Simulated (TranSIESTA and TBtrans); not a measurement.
System: Na chain with one bond stretched by 0.3 Å. Leads: straight Na chain, spacing 3.3 Å. Geometry: as built, not relaxed.

Method: TranSIESTA and TBtrans, PBE, DZP numerical orbitals (energy shift 0.15 eV), PseudoDojo norm-conserving scalar-relativistic potentials, mesh cutoff 200 Ry, 300 K, no spin polarisation, no spin-orbit coupling; self-consistent non-equilibrium Green functions.

Energies count from the leads' Fermi level. Transmissions are for one spin of a degenerate pair. The energy step is 0.01 eV; narrower resonances are cut or missed.

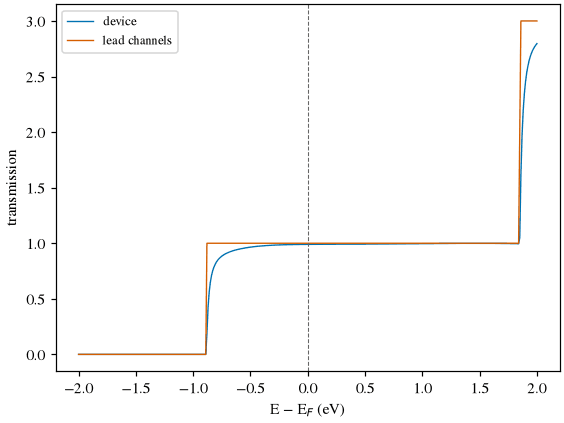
Figure. Transmission against energy

```tsv
E (eV)	T	lead channels
-2.00	0	0
-1.80	0	0
-1.60	0	0
-1.40	0	0
-1.20	0	0
-1.00	0	0
-0.80	0.83	1
-0.60	0.95	1
-0.40	0.98	1
-0.20	0.99	1
0.00	0.99	1
0.20	0.99	1
0.40	0.99	1
0.60	0.99	1
0.80	1.00	1
1.00	1.00	1
1.20	1.00	1
1.40	1.00	1
1.60	1.00	1
1.80	1.00	1
2.00	2.80	3
```

The straight chain is held at its spacing; free chains may zigzag or dimerise. No spin-polarised start was tried, so a magnetic state, if there is one, is missed.
